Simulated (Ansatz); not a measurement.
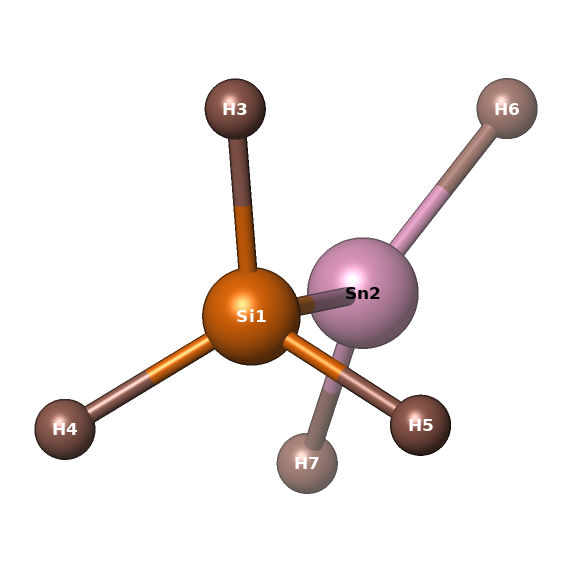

Sn2 lies behind Si1. The molecule seen a little off the Si1–Sn2 bond, Si1 in front. Atoms fade into the background with distance from the viewer. State: charge +1, singlet. The geometry was computed by an optimisation with PBE-D4/def2-SVP. No frequency run is at hand to confirm it as a minimum.

What is the torsion angle H3–Si1–Sn2–H6? The sign is positive where the front bond must turn clockwise to cover the back bond.

31°, synclinal (gauche).
